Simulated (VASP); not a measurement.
Band structure of TiO$_{2}$ (anatase). Method: vdW-DF2, VASP's PBE PAW potentials (set 64) (plane waves; VASP).

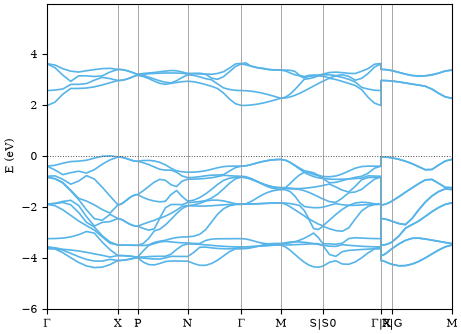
*Bands along high-symmetry lines, zero at the valence-band maximum or, without a gap, the Fermi level*

Task: Read the plot: is there a gap, and where are the band edges?

Result: The gap is indirect, 1.97 eV, from the valence maximum at Γ-X at 0.89 to the conduction minimum at Γ. (Edges off the drawn lines would not show.)

The compound is TiO2 in the anatase structure, one of several forms; rutile is the usual stable one. It was relaxed first, which changed the volume by +7 %.
